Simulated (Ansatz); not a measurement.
**C12H26O: a spread of methods and bases, part 1 of 2**

Aim: run C12H26O under a spread of inputs, and see what each costs and gives.

The runs use Ansatz 0.2.0, Gaussian basis; the settings change from run to run.

3 further runs of the same task are left out: 3 that didn't finish.

### 1 The molecule

An earlier PBE-D4/def2-SVP relaxation fixed the geometry.

SMILES `CCCCCCCCCCCCO`, 39 atoms, charge 0, spin multiplicity 1.

Atoms are counted from 1 here; the program's logs count them from 0.

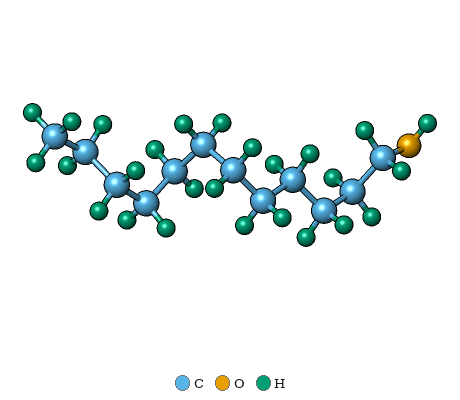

The geometry (carbon blue, oxygen amber, hydrogen teal).

Geometry (Å):

```xyz
39

C    -5.7135    1.0124   -0.3189
C    -4.4738    0.1974   -0.6893
C    -3.6338   -0.2124    0.5257
C    -2.4287   -1.1087    0.2042
C    -1.3874   -0.5040   -0.7523
C    -0.7833    0.8363   -0.3042
C    -0.0995    0.8216    1.0730
C     1.0311   -0.2042    1.2388
C     2.1989   -0.0344    0.2619
C     3.3504   -1.0136    0.5194
C     4.4992   -0.9441   -0.4922
C     5.2628    0.3747   -0.4924
O     6.3491    0.2554   -1.3956
H    -5.4370    1.9477    0.2120
H    -6.3866    0.4408    0.3544
H    -6.3019    1.2992   -1.2141
H    -3.8485    0.7826   -1.3988
H    -4.7786   -0.7176   -1.2458
H    -4.2891   -0.7450    1.2505
H    -3.2946    0.7045    1.0587
H    -2.7977   -2.0624   -0.2346
H    -1.9337   -1.3957    1.1575
H    -1.8412   -0.3679   -1.7578
H    -0.5738   -1.2471   -0.9019
H    -0.0568    1.1716   -1.0759
H    -1.5754    1.6167   -0.2957
H    -0.8612    0.6442    1.8633
H     0.3051    1.8381    1.2763
H     0.6254   -1.2367    1.1445
H     1.4213   -0.1383    2.2788
H     2.5670    1.0146    0.3207
H     1.8434   -0.1679   -0.7843
H     2.9429   -2.0484    0.5238
H     3.7496   -0.8482    1.5465
H     4.1181   -1.1281   -1.5210
H     5.2340   -1.7518   -0.2875
H     4.5793    1.2116   -0.7816
H     5.6081    0.5948    0.5514
H     6.8103    1.1125   -1.4173
```

### 2 revPBE/def2-mTZVP

File in.yaml:

```yaml
crystal:
  periodic: [false, false, false]
  atoms:
    - {symbol: C, position_ang: [-5.713495, 1.012412, -0.318929]}
    - {symbol: C, position_ang: [-4.473762, 0.197447, -0.689283]}
    - {symbol: C, position_ang: [-3.633785, -0.212419, 0.525666]}
    - {symbol: C, position_ang: [-2.428739, -1.108731, 0.204163]}
    - {symbol: C, position_ang: [-1.387441, -0.503969, -0.752254]}
    - {symbol: C, position_ang: [-0.783275, 0.836266, -0.304225]}
    - {symbol: C, position_ang: [-0.099541, 0.821614, 1.072978]}
    - {symbol: C, position_ang: [1.031142, -0.204249, 1.238824]}
    - {symbol: C, position_ang: [2.198896, -0.034430, 0.261896]}
    - {symbol: C, position_ang: [3.350425, -1.013608, 0.519427]}
    - {symbol: C, position_ang: [4.499222, -0.944075, -0.492242]}
    - {symbol: C, position_ang: [5.262767, 0.374736, -0.492389]}
    - {symbol: O, position_ang: [6.349146, 0.255404, -1.395643]}
    - {symbol: H, position_ang: [-5.437005, 1.947714, 0.212043]}
    - {symbol: H, position_ang: [-6.386573, 0.440790, 0.354417]}
    - {symbol: H, position_ang: [-6.301920, 1.299170, -1.214075]}
    - {symbol: H, position_ang: [-3.848513, 0.782591, -1.398754]}
    - {symbol: H, position_ang: [-4.778635, -0.717647, -1.245774]}
    - {symbol: H, position_ang: [-4.289055, -0.745039, 1.250495]}
    - {symbol: H, position_ang: [-3.294558, 0.704519, 1.058671]}
    - {symbol: H, position_ang: [-2.797684, -2.062441, -0.234639]}
    - {symbol: H, position_ang: [-1.933721, -1.395714, 1.157511]}
    - {symbol: H, position_ang: [-1.841233, -0.367876, -1.757801]}
    - {symbol: H, position_ang: [-0.573827, -1.247054, -0.901920]}
    - {symbol: H, position_ang: [-0.056785, 1.171573, -1.075919]}
    - {symbol: H, position_ang: [-1.575363, 1.616679, -0.295700]}
    - {symbol: H, position_ang: [-0.861164, 0.644211, 1.863269]}
    - {symbol: H, position_ang: [0.305086, 1.838120, 1.276258]}
    - {symbol: H, position_ang: [0.625419, -1.236663, 1.144481]}
    - {symbol: H, position_ang: [1.421277, -0.138341, 2.278765]}
    - {symbol: H, position_ang: [2.567042, 1.014558, 0.320706]}
    - {symbol: H, position_ang: [1.843401, -0.167933, -0.784325]}
    - {symbol: H, position_ang: [2.942943, -2.048364, 0.523843]}
    - {symbol: H, position_ang: [3.749559, -0.848236, 1.546529]}
    - {symbol: H, position_ang: [4.118127, -1.128069, -1.521026]}
    - {symbol: H, position_ang: [5.233985, -1.751820, -0.287483]}
    - {symbol: H, position_ang: [4.579253, 1.211579, -0.781596]}
    - {symbol: H, position_ang: [5.608093, 0.594782, 0.551400]}
    - {symbol: H, position_ang: [6.810300, 1.112503, -1.417324]}
basis:
  gaussian: {orbitals: def2-mTZVP}
hamiltonian: {xc: {name: revPBE}}
scf: {omitted_lower_state_checks: [starts]}
output: {forces: true}
```

On the command line:

```bash
ansatz run in.yaml --threads 6 --pin off --events-out ev --progress --plain --max-ram 7833MiB
```

Output:

```text
Functional definition: revPBE
  name "revPBE"
  cite "Zhang & Yang, Phys. Rev. Lett. 80, 890 (1998) doi:10.1103/PhysRevLett.80.890"
  cite "Perdew, Burke & Ernzerhof, Phys. Rev. Lett. 77, 3865 (1996) doi:10.1103/PhysRevLett.77.3865"
  parameter kappa = 1.245
  parameter beta = 0.06672455060314922
  exchange = pbe_x(kappa = kappa, mu = beta*pi^2/3)
  correlation = pbe_c(beta = beta)
these checks for a lower state are left out or cut short: starts
3504 factors; their error is unknown
mean field evaluation 1: about -14872.5923 eV, gradient 1.3e2 eV
mean field evaluation 2: about -14779.8935 eV, gradient 2.3e2 eV
mean field evaluation 4: about -14914.7903 eV, gradient 1.7e1 eV
mean field evaluation 8: about -14915.3458 eV, gradient 3.7e-1 eV
mean field evaluation 16: about -14915.1189 eV, gradient 4.8e-4 eV
mean field -14915.11884080 eV, -548.1205075686 hartree, gradient 2.6e-5 eV, S^2 0.000000; 0 other end points of the search recorded, 0 dependent functions left out
the calculation of the forces begins
reference -14915.11894493 eV, -548.1205113953 hartree; 53, 53 occupied and 277, 277 virtual orbitals, 3504 factors
Total energy: -14915.11894493 eV, -548.1205113953 hartree
Atom 0 at    -5.713495     1.012412    -0.318929 Å, force    -0.324831     0.206627     0.121832 eV/Å
Atom 1 at    -4.473762     0.197447    -0.689283 Å, force     0.093311    -0.105258    -0.411139 eV/Å
Atom 2 at    -3.633785    -0.212419     0.525666 Å, force    -0.125661     0.138564     0.386454 eV/Å
Atom 3 at    -2.428739    -1.108731     0.204163 Å, force     0.015343    -0.385862     0.146266 eV/Å
Atom 4 at    -1.387441    -0.503969    -0.752254 Å, force     0.094824    -0.182727    -0.361237 eV/Å
Atom 5 at    -0.783275     0.836266    -0.304225 Å, force    -0.007114     0.342311    -0.235025 eV/Å
Atom 6 at    -0.099541     0.821614     1.072978 Å, force    -0.085072     0.265117     0.301291 eV/Å
Atom 7 at     1.031142    -0.204249     1.238824 Å, force     0.016188    -0.323774     0.291033 eV/Å
Atom 8 at     2.198896    -0.034430     0.261896 Å, force     0.015165     0.301614    -0.315736 eV/Å
Atom 9 at     3.350425    -1.013608     0.519427 Å, force    -0.002483    -0.248603     0.360063 eV/Å
Atom 10 at     4.499222    -0.944075    -0.492242 Å, force     0.143435    -0.336495    -0.322246 eV/Å
Atom 11 at     5.262767     0.374736    -0.492389 Å, force    -0.639314     0.401368     0.657852 eV/Å
Atom 12 at     6.349146     0.255404    -1.395643 Å, force     0.478941     0.000447    -0.354364 eV/Å
Atom 13 at    -5.437005     1.947714     0.212043 Å, force    -0.068856    -0.194729    -0.124588 eV/Å
Atom 14 at    -6.386573     0.440790     0.354417 Å, force     0.136684     0.128208    -0.155673 eV/Å
Atom 15 at    -6.301920     1.299170    -1.214075 Å, force     0.127565    -0.062556     0.185576 eV/Å
Atom 16 at    -3.848513     0.782591    -1.398754 Å, force    -0.172557    -0.115397     0.161494 eV/Å
Atom 17 at    -4.778635    -0.717647    -1.245774 Å, force     0.036464     0.194468     0.116919 eV/Å
Atom 18 at    -4.289055    -0.745039     1.250495 Å, force     0.137132     0.088742    -0.143699 eV/Å
Atom 19 at    -3.294558     0.704519     1.058671 Å, force    -0.087851    -0.215748    -0.117910 eV/Å
Atom 20 at    -2.797684    -2.062441    -0.234639 Å, force     0.077001     0.182015     0.083603 eV/Å
Atom 21 at    -1.933721    -1.395714     1.157511 Å, force    -0.125279     0.053254    -0.205796 eV/Å
Atom 22 at    -1.841233    -0.367876    -1.757801 Å, force     0.109774    -0.031960     0.210665 eV/Å
Atom 23 at    -0.573827    -1.247054    -0.901920 Å, force    -0.190379     0.151987     0.026083 eV/Å
Atom 24 at    -0.056785     1.171573    -1.075919 Å, force    -0.167857    -0.065263     0.158873 eV/Å
Atom 25 at    -1.575363     1.616679    -0.295700 Å, force     0.186332    -0.159375     0.000987 eV/Å
Atom 26 at    -0.861164     0.644211     1.863269 Å, force     0.181288     0.043931    -0.161212 eV/Å
Atom 27 at     0.305086     1.838120     1.276258 Å, force    -0.084368    -0.192964    -0.039100 eV/Å
Atom 28 at     0.625419    -1.236663     1.144481 Å, force     0.095169     0.239389     0.030139 eV/Å
Atom 29 at     1.421277    -0.138341     2.278765 Å, force    -0.088120     0.004256    -0.195975 eV/Å
Atom 30 at     2.567042     1.014558     0.320706 Å, force    -0.089919    -0.237656     0.007224 eV/Å
Atom 31 at     1.843401    -0.167933    -0.784325 Å, force     0.088959     0.020993     0.242575 eV/Å
Atom 32 at     2.942943    -2.048364     0.523843 Å, force     0.101414     0.198991    -0.015070 eV/Å
Atom 33 at     3.749559    -0.848236     1.546529 Å, force    -0.076942    -0.041967    -0.215391 eV/Å
Atom 34 at     4.118127    -1.128069    -1.521026 Å, force     0.066911     0.019199     0.225133 eV/Å
Atom 35 at     5.233985    -1.751820    -0.287483 Å, force    -0.174984     0.135384    -0.025004 eV/Å
Atom 36 at     4.579253     1.211579    -0.781596 Å, force     0.241641    -0.199370     0.003638 eV/Å
Atom 37 at     5.608093     0.594782     0.551400 Å, force     0.002212    -0.053316    -0.278504 eV/Å
Atom 38 at     6.810300     1.112503    -1.417324 Å, force     0.065832     0.036156    -0.040026 eV/Å
Dipole moment:    -0.082064     0.232347     0.141510 e Å
Checks for a lower state left out: starts
```

Wall time 4.1 s (6 threads of Intel Xeon 6975P-C, shared host).

Largest force 1.001 eV/Å, dipole 1.36 D.

### 3 PBEsol/cc-pVDZ

Set apart from the defaults: D3(BJ) with three-body dispersion, relativity set to scalar, the search for lower states set to off.

in.yaml, as its differences from that of step 2:

```diff
@@ -43,5 +43,5 @@
 basis:
-  gaussian: {orbitals: def2-mTZVP}
-hamiltonian: {xc: {name: revPBE}}
-scf: {omitted_lower_state_checks: [starts]}
+  gaussian: {orbitals: cc-pVDZ}
+hamiltonian: {xc: {name: PBEsol}, dispersion: d3bjatm, pseudopotentials: {relativity: scalar}}
+scf: {lower_state_search: off}
 output: {forces: true}
```

The command is unchanged.

Output:

```text
Functional definition: PBEsol
  name "PBEsol"
  cite "Perdew et al., Phys. Rev. Lett. 100, 136406 (2008) doi:10.1103/PhysRevLett.100.136406"
  cite "Perdew, Burke & Ernzerhof, Phys. Rev. Lett. 77, 3865 (1996) doi:10.1103/PhysRevLett.77.3865"
  parent pbesol
  exchange = pbesol_x
  correlation = pbesol_c
these checks for a lower state are left out or cut short: stability, starts, cluster_reference, orbital_swaps, neighbouring_geometries, increment
3803 factors; their error is unknown
mean field evaluation 1: about -14805.0242 eV, gradient 1.1e2 eV
mean field evaluation 2: about -14752.7816 eV, gradient 1.8e2 eV
mean field evaluation 4: about -14838.0728 eV, gradient 8.3e0 eV
mean field evaluation 8: about -14838.2267 eV, gradient 6.4e-1 eV
mean field evaluation 16: about -14838.0851 eV, gradient 7.3e-4 eV
mean field -14838.08509187 eV, -545.2895695108 hartree, gradient 8.1e-6 eV, S^2 0.000000; 0 other end points of the search recorded, 0 dependent functions left out
the calculation of the forces begins
reference -14838.08515006 eV, -545.2895716494 hartree; 53, 53 occupied and 259, 259 virtual orbitals, 3803 factors
Total energy: -14838.48915496 eV, -545.3044185556 hartree
Relativity: scalar
Atom 0 at    -5.713495     1.012412    -0.318929 Å, force     0.182204    -0.117371    -0.032022 eV/Å
Atom 1 at    -4.473762     0.197447    -0.689283 Å, force    -0.023217     0.025223     0.199173 eV/Å
Atom 2 at    -3.633785    -0.212419     0.525666 Å, force     0.027060    -0.042172    -0.224094 eV/Å
Atom 3 at    -2.428739    -1.108731     0.204163 Å, force    -0.036090     0.223254    -0.099214 eV/Å
Atom 4 at    -1.387441    -0.503969    -0.752254 Å, force    -0.072010     0.118807     0.215269 eV/Å
Atom 5 at    -0.783275     0.836266    -0.304225 Å, force     0.016665    -0.212511     0.141057 eV/Å
Atom 6 at    -0.099541     0.821614     1.072978 Å, force     0.076397    -0.146963    -0.181595 eV/Å
Atom 7 at     1.031142    -0.204249     1.238824 Å, force     0.030031     0.147909    -0.171045 eV/Å
Atom 8 at     2.198896    -0.034430     0.261896 Å, force     0.000821    -0.128543     0.148778 eV/Å
Atom 9 at     3.350425    -1.013608     0.519427 Å, force    -0.005032     0.169308    -0.151970 eV/Å
Atom 10 at     4.499222    -0.944075    -0.492242 Å, force    -0.010980     0.170980     0.073777 eV/Å
Atom 11 at     5.262767     0.374736    -0.492389 Å, force    -0.064266    -0.075780     0.014902 eV/Å
Atom 12 at     6.349146     0.255404    -1.395643 Å, force    -0.120856    -0.265407    -0.009491 eV/Å
Atom 13 at    -5.437005     1.947714     0.212043 Å, force     0.029047     0.056640     0.035726 eV/Å
Atom 14 at    -6.386573     0.440790     0.354417 Å, force    -0.032903    -0.044473     0.046543 eV/Å
Atom 15 at    -6.301920     1.299170    -1.214075 Å, force    -0.023730     0.010288    -0.051448 eV/Å
Atom 16 at    -3.848513     0.782591    -1.398754 Å, force     0.070363     0.050630    -0.050223 eV/Å
Atom 17 at    -4.778635    -0.717647    -1.245774 Å, force    -0.022031    -0.074755    -0.031166 eV/Å
Atom 18 at    -4.289055    -0.745039     1.250495 Å, force    -0.049767    -0.042007     0.045833 eV/Å
Atom 19 at    -3.294558     0.704519     1.058671 Å, force     0.047114     0.095109     0.033893 eV/Å
Atom 20 at    -2.797684    -2.062441    -0.234639 Å, force    -0.025972    -0.063205    -0.041373 eV/Å
Atom 21 at    -1.933721    -1.395714     1.157511 Å, force     0.050654    -0.003513     0.083484 eV/Å
Atom 22 at    -1.841233    -0.367876    -1.757801 Å, force    -0.048402     0.024493    -0.074656 eV/Å
Atom 23 at    -0.573827    -1.247054    -0.901920 Å, force     0.076187    -0.061830     0.007401 eV/Å
Atom 24 at    -0.056785     1.171573    -1.075919 Å, force     0.069360     0.011373    -0.059642 eV/Å
Atom 25 at    -1.575363     1.616679    -0.295700 Å, force    -0.078511     0.055606     0.015862 eV/Å
Atom 26 at    -0.861164     0.644211     1.863269 Å, force    -0.071304    -0.035142     0.056572 eV/Å
Atom 27 at     0.305086     1.838120     1.276258 Å, force     0.031658     0.072477     0.004544 eV/Å
Atom 28 at     0.625419    -1.236663     1.144481 Å, force    -0.047412    -0.096575    -0.031722 eV/Å
Atom 29 at     1.421277    -0.138341     2.278765 Å, force     0.031619     0.010751     0.072795 eV/Å
Atom 30 at     2.567042     1.014558     0.320706 Å, force     0.039668     0.091890     0.011640 eV/Å
Atom 31 at     1.843401    -0.167933    -0.784325 Å, force    -0.046293    -0.018200    -0.098225 eV/Å
Atom 32 at     2.942943    -2.048364     0.523843 Å, force    -0.034430    -0.072542    -0.006487 eV/Å
Atom 33 at     3.749559    -0.848236     1.546529 Å, force     0.029550     0.026105     0.080168 eV/Å
Atom 34 at     4.118127    -1.128069    -1.521026 Å, force    -0.038508    -0.006173    -0.077906 eV/Å
Atom 35 at     5.233985    -1.751820    -0.287483 Å, force     0.052667    -0.056976     0.023636 eV/Å
Atom 36 at     4.579253     1.211579    -0.781596 Å, force    -0.070295     0.053319    -0.027780 eV/Å
Atom 37 at     5.608093     0.594782     0.551400 Å, force     0.026388    -0.003676     0.077451 eV/Å
Atom 38 at     6.810300     1.112503    -1.417324 Å, force     0.034552     0.153653     0.031557 eV/Å
Dipole moment:    -0.041084     0.243857     0.113243 e Å
Checks for a lower state left out: stability, starts, cluster_reference, orbital_swaps, neighbouring_geometries, increment
```

Run time: 3.1 s. Hardware: 6 threads of Intel Xeon 6975P-C, shared host.

Largest force 0.292 eV/Å, dipole 1.31 D.

### 4 r2SCAN0/STO-3G

This run has multiplicity 3, D3(BJ) dispersion, high accuracy.

in.yaml, as its differences from that of step 3:

```diff
@@ -43,5 +43,6 @@
 basis:
-  gaussian: {orbitals: cc-pVDZ}
-hamiltonian: {xc: {name: PBEsol}, dispersion: d3bjatm, pseudopotentials: {relativity: scalar}}
-scf: {lower_state_search: off}
-output: {forces: true}
+  gaussian: {orbitals: STO-3G}
+magnetization: {spin_polarized: true, initial_magnetization: 2}
+hamiltonian: {xc: {name: r2SCAN0}, dispersion: d3bj}
+accuracy: high
+scf: {omitted_lower_state_checks: [starts]}
```

Same command.

Output:

```text
Warning: the engine holds no damping parameters fitted to this dispersion correction and functional, so the run takes those fitted to r2scan0 beside the three-body term, which d3bj leaves out (hamiltonian.dispersion, under Limitations)
Functional definition: r2SCAN0
  name "r2SCAN0"
  cite "Bursch, Neugebauer, Ehlert & Grimme, J. Chem. Phys. 156, 134105 (2022) doi:10.1063/5.0086040"
  cite "Furness, Kaplan, Ning, Perdew & Sun, J. Phys. Chem. Lett. 11, 8208 (2020) doi:10.1021/acs.jpclett.0c02405"
  cite "Furness, Kaplan, Ning, Perdew & Sun, J. Phys. Chem. Lett. 11, 9248 (2020) doi:10.1021/acs.jpclett.0c03077"
  parent r2scan
  parameter a = 0.25
  parameter k0 = 0.174
  parameter k1 = 0.065
  parameter a1 = 4.9479
  exchange = (1 - a)*r2scan_x(k0 = k0, k1 = k1, a1 = a1) + a*exact_x
  correlation = r2scan_c
these checks for a lower state are left out or cut short: starts
2220 factors; integrals over basis functions are off by at most 2.9e-8 eV
mean field evaluation 1: about -14715.5352 eV, gradient 1.0e1 eV
mean field evaluation 2: about -14716.9350 eV, gradient 8.4e0 eV
mean field evaluation 4: about -14717.5000 eV, gradient 5.2e-1 eV
mean field evaluation 8: about -14717.4785 eV, gradient 1.1e-1 eV
mean field evaluation 16: about -14717.4786 eV, gradient 2.3e-4 eV
mean field -14717.47861367 eV, -540.8573631870 hartree, gradient 6.0e-8 eV, S^2 2.002256; 0 other end points of the search recorded, 0 dependent functions left out
reference -14717.47861550 eV, -540.8573632543 hartree; 54, 52 occupied and 37, 39 virtual orbitals, 2220 factors
Total energy: -14717.82805613 eV, -540.8702049605 hartree
Checks for a lower state left out: starts
```

Run time: 11 s. Hardware: 6 threads of Intel Xeon 6975P-C, shared host; peak memory 1.4 GiB.

⟨S²⟩ 2.002.

(Continued in part 2 of 2.)
